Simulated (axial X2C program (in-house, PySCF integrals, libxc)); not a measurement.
**InBr: properties at the nuclei**

Wanted for InBr: properties at the nuclei, at the two-component level.

Computed with an in-house X2C program for linear molecules on PySCF integrals. Level: two-component X2C with atomic mean-field terms, In dyall-cv3z, Br dyall-cv3z.

All values are calculated.

## Step 1: Input

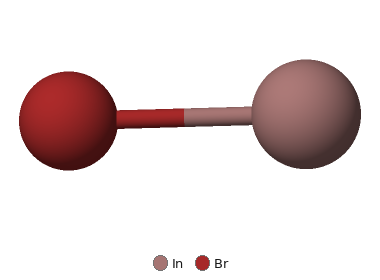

The two atoms at 2.560 Å (indium brown, bromine red).

Input file task.json:

```json
{
 "zs": [
  49,
  35
 ],
 "q": 0,
 "bas": [
  "dyall-cv3z",
  "dyall-cv3z"
 ],
 "r0": 2.56,
 "levels": [
  "PBE0",
  "HF",
  "BP86",
  "TPSSh",
  "PBE"
 ],
 "nst": 3
}
```

Keys: zs atomic numbers; q charge; bas basis sets; r0 starting distance in Å; levels methods (HF also brings MP2); nst determinants followed.

Run with:

```
$ python soeom.py task.json out
```

Nuclei are Gaussian, cores are contracted, and the Gaunt term is on.

## Step 2: Expectation values, lowest determinant

R = 2.568 Å. State: Ω = 0 (closed shell).

Output of the PBE0 run:

```text
two-component X2C + atomic mean field  PBE0
basis functions 231  fitting functions 1226  grid points 5805
iter        total energy     max residual
   1      -8483.442229246     3.62e-01
   2      -8483.452623240     4.24e-04
   3      -8483.452624952     3.53e-04
   4      -8483.452627893     9.36e-05
   5      -8483.452627988     6.72e-05
   6      -8483.452628009     1.47e-05
   7      -8483.452628011     2.66e-06
converged
one-electron -12415.85456652  Coulomb 3836.85719368  exact exchange -62.41593364  xc functional -191.17327770  nuclear repulsion 353.40300496  atomic mean-field constant -4.26904879
```

The highest occupied spinor is 42% Br p, 33% In s, 21% In p.

| level | qzz In (a.u.) | qzz Br (a.u.) | μ (D) |
| --- | --- | --- | --- |
| PBE0 | -3.65 | 1.69 | -3.52 |
| HF | -3.82 | 1.64 | -3.65 |
| BP86 | -3.53 | 1.55 | -3.33 |
| TPSSh | -3.60 | 1.65 | -3.45 |
| PBE | -3.52 | 1.57 | -3.32 |

qzz is the electric field gradient, eQq0 = 234.96 MHz × Q/barn × qzz; μ is positive if Br is the positive end. The operators were transformed with the bare-nucleus X2C matrices.

## Step 3: What came out

```
           quantity                 value
 lowest determinant  Ω = 0 (closed shell)
qzz In (a.u.), PBE0                 -3.65
qzz Br (a.u.), PBE0                  1.69
        μ (D), PBE0                 -3.52
```

**Reading.** The expectation values come from single determinants, which for open shells can mix terms of unlike spin or miss the lowest Ω, so a determinant need not be a state. qzz is the electric field gradient, eQq0 = 234.96 MHz × Q/barn × qzz; μ is positive if Br is the positive end. The operators were transformed with the bare-nucleus X2C matrices.
